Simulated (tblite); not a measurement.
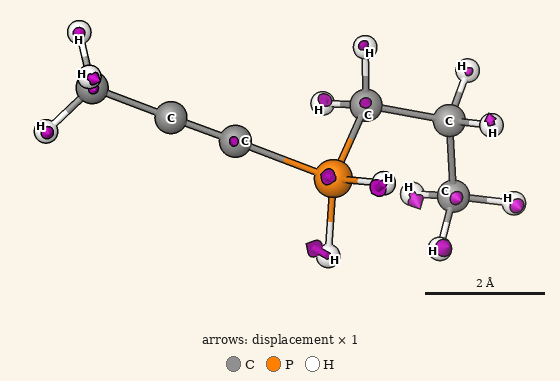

This is a relaxation of C$_{6}$H$_{12}$P (charge +1). The starting structure is drawn; purple arrows show the displacements, at their true length. The two geometries are superimposed by the best rigid fit.

A ball-and-stick model, seen from a free direction.

All numbers below come from GFN2-xTB geometry optimisation, gas phase (tblite 0.8.0). 

**Atoms of which element are displaced furthest, and by how much?**

Hydrogen: up to 0.66 Å, against 0.39 Å for phosphorus.

**Describe the change and its energy.**

Over 117 geometry steps the energy falls by 7.16 kcal/mol. The atom that moves furthest after the best rigid fit is an H atom (0.66 Å). By element the largest moves are H 0.66 Å, P 0.39 Å, C 0.29 Å. Among the contacts that change: C–P 1.830 → 1.724 Å, C–C 1.473 → 1.425 Å, H–P 1.420 → 1.377 Å, H–P 1.402 → 1.375 Å. Among the angles between lasting bonds that change: C–P–C 102.7° → 111.5°, C–P–H 111.1° → 108.0°, C–P–H 112.7° → 110.1°. The run took 0.78 s on 1 thread of Arm Neoverse V1 (shared host).
